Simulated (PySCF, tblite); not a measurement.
# C₅H₈Si+ (doublet): geometry, infrared bands and EPR parameters

What infrared bands and EPR parameters should C₅H₈Si+ (doublet) (`C[Si@@H]1C=C[CH][CH+]1`) show?

The runs use tblite 0.8.0 and PySCF 2.14.0, with density-fitted response routines of our own; the level of theory stands in each step. All values are computed, except where a source is named. Atoms are numbered from 0 throughout.

## (1) The molecule as given

14 atoms, charge 1, multiplicity 2; geometry from: force field or distance geometry start.

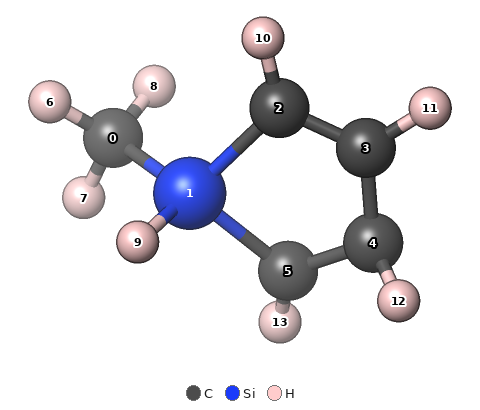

The starting geometry (carbon dark grey, silicon blue, hydrogen pink), atoms numbered; sticks join atoms by distance.

## (2) Relaxing the molecule with GFN2-xTB

The job: settings as JSON, then the geometry in Å.

```
{"job": {"kind": "relax", "xc": "GFN2-xTB", "basis": "xTB"}, "charge": 1, "multiplicity": 2}
C      2.151000     0.052500     0.693700
Si     0.566600    -0.167300    -0.237600
C     -0.607600     1.259700    -0.017100
C     -1.790200     0.792100     0.349500
C     -1.915700    -0.641500     0.530100
C     -0.622300    -1.344800     0.635800
H      2.897100     0.615200     0.116200
H      2.598400    -0.965300     0.843800
H      1.989000     0.546500     1.676000
H      0.729300    -0.493900    -1.626600
H     -0.365700     2.299800    -0.189800
H     -2.639700     1.490300     0.537900
H     -2.630900    -1.150000    -0.146700
H     -0.359900    -2.293800     1.092600
```

Run with:

```sh
> OMP_NUM_THREADS=1 python probes_run.py task.json out
```

One launch serves the whole session: the jobs run in the order shown.

What it wrote:

```text
step      E/eV     max force
  0    -432.86300    4.154
  1    -433.28745    1.722
  2    -433.44624    1.871
  3    -433.54506    1.003
  4    -433.63249    1.224
  5    -433.73705    1.022
  6    -433.78957    0.900
  7    -433.86485    0.812
  8    -433.90574    0.793
  9    -433.94099    0.428
 10    -433.96125    0.362
 11    -433.98261    0.441
 12    -434.00288    0.365
 13    -434.01902    0.326
 14    -434.03158    0.306
 15    -434.04596    0.302
 16    -434.06228    0.350
 17    -434.07565    0.351
 18    -434.08447    0.335
 19    -434.09042    0.218
 20    -434.09524    0.198
 21    -434.10104    0.153
 22    -434.10445    0.194
 23    -434.10799    0.197
 24    -434.11156    0.192
 25    -434.11471    0.170
 26    -434.11650    0.103
 27    -434.11739    0.065
 28    -434.11797    0.076
 29    -434.11854    0.096
 30    -434.11906    0.079
 31    -434.11954    0.067
 32    -434.12002    0.070
 33    -434.12047    0.056
 34    -434.12079    0.051
 35    -434.12098    0.029
 36    -434.12110    0.029
 37    -434.12120    0.027
 38    -434.12129    0.019
 39    -434.12135    0.019
 40    -434.12141    0.024
 41    -434.12148    0.027
 42    -434.12153    0.017
 43    -434.12156    0.014
 44    -434.12159    0.013
 45    -434.12162    0.020
 46    -434.12168    0.024
 47    -434.12173    0.029
 48    -434.12179    0.026
 49    -434.12184    0.027
 50    -434.12192    0.040
 51    -434.12202    0.043
 52    -434.12212    0.030
 53    -434.12219    0.029
 54    -434.12224    0.021
 55    -434.12230    0.032
 56    -434.12236    0.031
 57    -434.12241    0.021
 58    -434.12246    0.023
 59    -434.12252    0.028
 60    -434.12264    0.049
 61    -434.12285    0.064
 62    -434.12311    0.054
 63    -434.12331    0.029
 64    -434.12340    0.020
 65    -434.12346    0.029
 66    -434.12351    0.028
 67    -434.12356    0.017
 68    -434.12359    0.014
 69    -434.12362    0.015
 70    -434.12364    0.018
 71    -434.12367    0.013
 72    -434.12370    0.012
 73    -434.12372    0.013
 74    -434.12375    0.018
 75    -434.12377    0.017
 76    -434.12380    0.014
 77    -434.12383    0.018
 78    -434.12387    0.020
 79    -434.12394    0.028
 80    -434.12403    0.032
 81    -434.12412    0.024
 82    -434.12419    0.019
 83    -434.12422    0.037
 84    -434.12428    0.021
 85    -434.12435    0.016
 86    -434.12446    0.016
 87    -434.12449    0.018
 88    -434.12452    0.017
 89    -434.12455    0.015
 90    -434.12460    0.014
 91    -434.12464    0.012
 92    -434.12467    0.014
 93    -434.12469    0.012
 94    -434.12472    0.010
 95    -434.12474    0.010
 96    -434.12475    0.008
```

It took 0.47 s on 1 thread of Arm Neoverse V2, shared host.

Relaxation path: (not every step is listed)

| step | energy from step 0 (eV) | largest force (eV/Å) |
| --- | --- | --- |
| 0 | 0.0000 | 4.1538 |
| 1 | -0.4244 | 1.7220 |
| 2 | -0.5832 | 1.8715 |
| 3 | -0.6821 | 1.0028 |
| 4 | -0.7695 | 1.2241 |
| 5 | -0.8741 | 1.0224 |
| 6 | -0.9266 | 0.8998 |
| 7 | -1.0018 | 0.8119 |
| 8 | -1.0427 | 0.7932 |
| 16 | -1.1993 | 0.3498 |
| 24 | -1.2486 | 0.1922 |
| 32 | -1.2570 | 0.0697 |
| 40 | -1.2584 | 0.0241 |
| 48 | -1.2588 | 0.0260 |
| 56 | -1.2594 | 0.0308 |
| 64 | -1.2604 | 0.0202 |
| 72 | -1.2607 | 0.0119 |
| 80 | -1.2610 | 0.0315 |
| 88 | -1.2615 | 0.0172 |
| 91 | -1.2616 | 0.0123 |
| 92 | -1.2617 | 0.0137 |
| 93 | -1.2617 | 0.0124 |
| 94 | -1.2617 | 0.0102 |
| 95 | -1.2617 | 0.0105 |
| 96 | -1.2618 | 0.0083 |

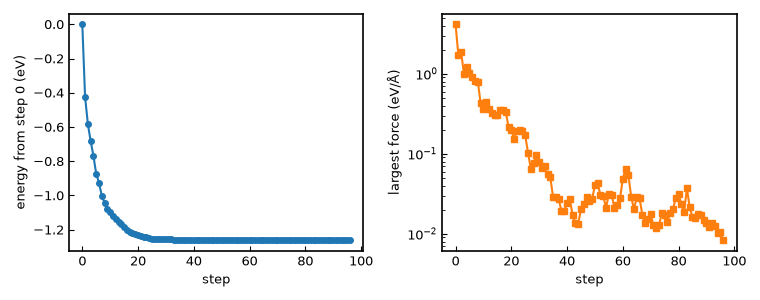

Energy and force, step by step.

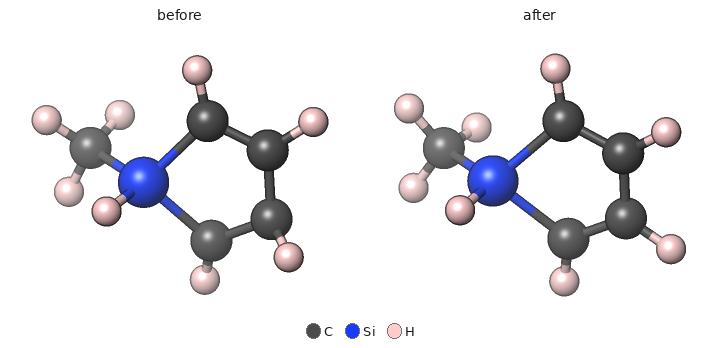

The geometry before (left) and after (right).

Close pairs (by a distance rule), those that changed most:

| bond | before (Å) | after (Å) | change (Å) |
| --- | --- | --- | --- |
| C4–C5 | 1.476 | 1.350 | -0.126 |
| Si1–C2 | 1.861 | 1.944 | +0.083 |
| Si1–C5 | 1.888 | 1.944 | +0.056 |
| C0–H7 | 1.122 | 1.089 | -0.033 |
| C3–H11 | 1.116 | 1.083 | -0.032 |
| C0–Si1 | 1.851 | 1.883 | +0.032 |
| C2–C3 | 1.323 | 1.350 | +0.027 |
| C4–H12 | 1.108 | 1.083 | -0.025 |

The next job starts from the end point, and lists it.

## (3) Harmonic vibrations with GFN2-xTB

The job: settings as JSON, then the geometry in Å.

```
{"job": {"kind": "ir", "xc": "GFN2-xTB", "basis": "xTB"}, "charge": 1, "multiplicity": 2}
C      2.247474     0.013959     0.748569
Si     0.699089    -0.151062    -0.309813
C     -0.607528     1.267793    -0.070478
C     -1.835630     0.769836     0.186974
C     -1.881115    -0.626223     0.487322
C     -0.690280    -1.261596     0.474696
H      2.903854     0.795091     0.367124
H      2.825271    -0.909431     0.745482
H      2.015223     0.254296     1.786989
H      0.757269    -0.455909    -1.734022
H     -0.368372     2.316152    -0.127284
H     -2.733528     1.375158     0.152698
H     -2.815181    -1.135860     0.691312
H     -0.517225    -2.252678     0.858291
```

What it wrote:

```text
mode    cm-1     km/mol
  1      95.8      0.62
  2     105.2      0.33
  3     115.4      0.88
  4     287.2     10.58
  5     313.8     50.22
  6     396.4     21.03
  7     480.4      2.79
  8     566.1     21.51
  9     568.5     51.37
 10     631.3     52.48
 11     679.7     36.66
 12     694.4     81.71
 13     754.2      0.58
 14     764.7     11.61
 15     797.4     93.33
 16     824.7     96.49
 17     885.2     60.87
 18     901.4     27.09
 19     961.1     94.66
 20    1032.0     50.62
 21    1065.4      2.54
 22    1131.4     85.01
 23    1206.3     53.06
 24    1348.3     61.03
 25    1401.8     11.47
 26    1412.7     21.55
 27    1421.9      3.90
 28    1478.8     13.83
 29    2315.2    116.82
 30    2995.7     13.97
 31    3010.7      0.86
 32    3016.8     30.93
 33    3033.1     21.84
 34    3042.1     25.33
 35    3102.3     12.61
 36    3102.7      4.99
```

Run time: 0.33 s. Hardware: 1 thread of Arm Neoverse V2, shared host.

Which atoms move in the most intense modes:

| cm⁻¹ | km/mol | atoms |
| --- | --- | --- |
| 694 | 81.7 | H10 22 %, H13 20 %, H12 13 %, H11 13 % |
| 797 | 93.3 | C0 40 %, Si1 38 %, H8 13 % |
| 825 | 96.5 | H8 37 %, H6 17 %, C0 17 %, H7 16 % |
| 885 | 60.9 | H12 29 %, H11 28 %, C4 17 %, C3 16 % |
| 961 | 94.7 | H13 35 %, H10 34 % |
| 1131 | 85.0 | H11 38 %, H12 38 % |
| 1348 | 61.0 | H7 29 %, H6 29 %, H8 24 %, C0 18 % |
| 2315 | 116.8 | H9 97 % |

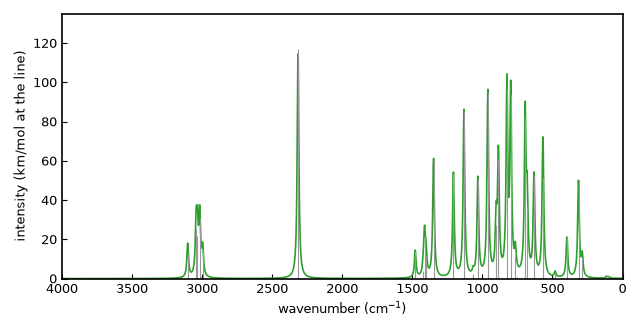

The infrared spectrum from these modes, unscaled. Lines are broadened to a width of 14 cm⁻¹ (Lorentzian).

## (4) EPR parameters: B3LYP/pcH-1

Same as in step 3 but for these lines:

```diff
@@ -1,2 +1,2 @@
-{"job": {"kind": "ir", "xc": "GFN2-xTB", "basis": "xTB"}, "charge": 1, "multiplicity": 2}
+{"job": {"kind": "epr", "basis": "pcH-1"}, "charge": 1, "multiplicity": 2}
 C      2.247474     0.013959     0.748569
```

Method: UKS B3LYP, pcH-1 on C H Si, non-relativistic, mean-field spin-orbit, GIAO.

What it wrote:

```text
UKS, coarse grid
  cycle   1  E = -484.49548196  |g| = 2.74e-01
  cycle   2  E = -484.48646612  |g| = 2.96e-01
  cycle   3  E = -484.52977108  |g| = 3.56e-02
  cycle   4  E = -484.53039219  |g| = 1.66e-02
  cycle   5  E = -484.53054398  |g| = 3.77e-03
  cycle   6  E = -484.53055907  |g| = 2.36e-03
  cycle   7  E = -484.53056422  |g| = 1.29e-03
  cycle   8  E = -484.53056643  |g| = 4.08e-04
UKS, final grid
  cycle   1  E = -484.53058645  |g| = 6.01e-04
  cycle   2  E = -484.53058606  |g| = 1.03e-03
  cycle   3  E = -484.53058666  |g| = 1.12e-04
  cycle   4  E = -484.53058666  |g| = 4.13e-05
  cycle   5  E = -484.53058667  |g| = 3.42e-05
  cycle   6  E = -484.53058667  |g| = 6.79e-06
E = -484.53058667 Eh   <S^2> = 0.7634 (exact 0.7500)
g shifts (ppm)      1          2          3
  rmc          -138       -138       -138
  gc             29        -19         58
  oz_so         405        699        815
  total         296        542        735
hyperfine (MHz)  atom isotope    a_iso     a_fc   dipolar eigenvalues
    0   13C      -0.42      -0.43     -0.76      0.02      0.74
    1  29Si      26.82      26.87     -1.16     -0.84      1.99
    2   13C      38.14      38.18    -38.04    -37.03     75.06
    3   13C      -3.82      -3.80     -9.19     -7.43     16.62
    4   13C      -3.86      -3.85     -9.28     -7.50     16.78
    5   13C      38.27      38.30    -38.14    -37.09     75.24
    6    1H       4.64       4.64     -1.37     -0.90      2.27
    7    1H       4.61       4.61     -1.39     -0.90      2.30
    8    1H       0.14       0.14     -1.94     -1.25      3.19
    9    1H     -10.31     -10.31     -2.87     -0.98      3.85
   10    1H     -19.42     -19.43    -18.28     -3.31     21.59
   11    1H       0.18       0.18     -6.99     -3.26     10.25
   12    1H       0.33       0.33     -7.04     -3.27     10.30
   13    1H     -19.30     -19.31    -18.31     -3.32     21.64
```

It took 44 s on 1 thread of Arm Neoverse V2, shared host; peak memory 0.85 GiB.

Principal g values 2.00262, 2.00286, 2.00305; g(iso) = 2.00284, against 2.00232 for a free electron.

Hyperfine couplings; where a row names several nuclei, a(iso) is their mean (it holds for fast rotation or exchange) and the dipolar term the largest among them:

| nuclei | isotope | a(iso) (MHz) | a(iso) (G, at g = 2.0023) | largest dipolar term (MHz) |
| --- | --- | --- | --- | --- |
| C2, C5 | 13C | 38.2 | 13.6 | 75.2 |
| Si1 | 29Si | 26.8 | 9.6 | 2.0 |
| H10, H13 | 1H | -19.4 | -6.9 | 21.6 |
| H9 | 1H | -10.3 | -3.7 | 3.9 |
| C3, C4 | 13C | -3.8 | -1.4 | 16.8 |
| H6, H7, H8 | 1H | 3.1 | 1.1 | 3.2 |
| C0 | 13C | -0.4 | -0.2 | -0.8 |
| H11, H12 | 1H | 0.3 | 0.1 | 10.3 |

Mulliken spin populations:

C0 0.00; Si1 -0.03; C2 0.46; C3 0.07; C4 0.07; C5 0.46; H6 0.00; H7 0.00; H8 0.00; H9 0.00; H10 -0.02; H11 0.00; H12 0.00; H13 -0.02

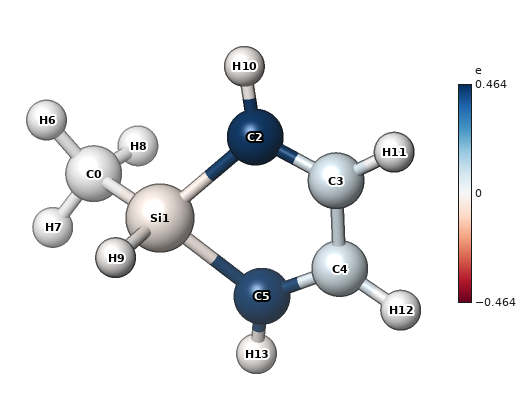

Mulliken spin populations, as colours on the atoms.

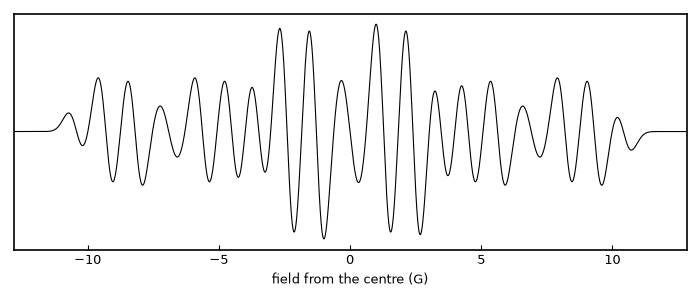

First-order isotropic spectrum (first derivative, main isotopes with spin only, couplings over 0.8 MHz, Gaussian width 0.3 G; couplings of the frozen geometry, rotation of groups not averaged beyond the rows shown).

The fields below are evaluated on a grid from the run's orbitals.

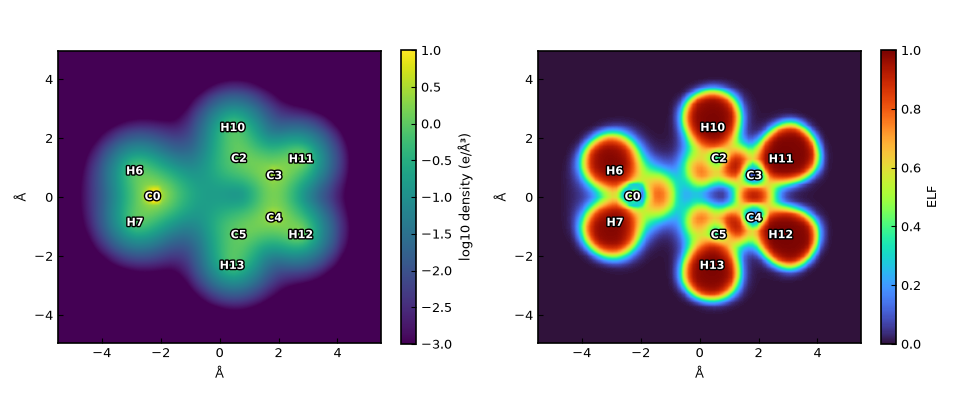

Density (left) and ELF (right) in a plane through or near 11 of the atoms.

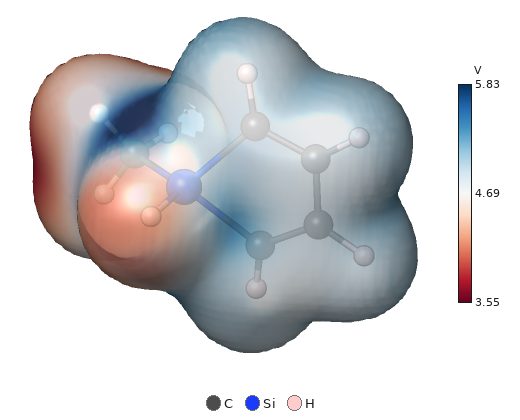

Electrostatic potential on the surface of density 0.002 e/bohr³; red is low, blue high. It runs from 3.55 to 5.83 V.

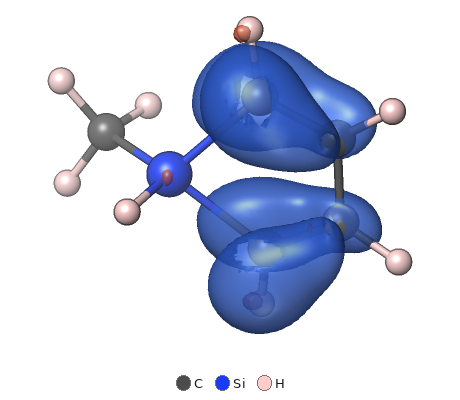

Spin density at ±0.02 e/Å³ (alpha excess blue, beta excess red).

## (5) Summary of results

| quantity | value |
| --- | --- |
| strongest single infrared mode (GFN2-xTB) | 2315 cm⁻¹, 117 km/mol |
| zero-point energy (GFN2-xTB) | 65.7 kcal/mol |
| g(iso) (B3LYP) | 2.00284 |
| ⟨S²⟩ | 0.763 (exact 0.75) |
| largest a(iso) (averaged by class) | 13C on C2, C5, 38.2 MHz |

**Reading.** Over 96 steps the energy fell by 1.262 eV; of the close pairs, C4–C5 changed most, 1.476 to 1.350 Å. No mode is imaginary among the 36: a minimum at this level. The strongest single mode, at 2315 cm⁻¹, moves mainly H9. GFN2-xTB is a fitted tight-binding method: band positions and strengths are rough. Its intensities can rank the bands wrongly. The largest spin populations lie on C5 (0.46 e), C2 (0.46 e). The isotropic g lies 0.5 ppt above the free-electron value. These values are for one conformer; the search (at its own cheap level) found 1 more, at 0.25 kcal/mol, and measured spectra average over such forms.
